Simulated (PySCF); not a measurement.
B(F)(H)(I), SMILES FBI at its PBE0/def2-SVP optimised geometry (Å):

```
4

B     -0.1349    -0.4096     0.0000
F      1.1732    -0.4096     0.0000
H     -0.7475    -1.4453    -0.0022
I     -1.1732     1.4453     0.0000
```

Level of theory: PySCF with PBE0/def2-TZVP, def2 effective core potentials past Kr. The core electrons that the potentials of I replace are not part of the density. Cells within 0.4 Å of a nucleus heavier than hydrogen are left out (blank, or x).

Map of the deformation density (molecule minus spherical neutral atoms) (e/bohr³) on the plane z = 0.0 Å:

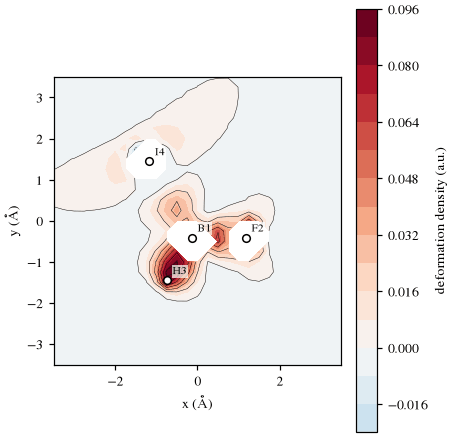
Fig. 1. Deformation density (molecule minus spherical neutral atoms) (e/bohr³) on the plane z = 0.0 Å.
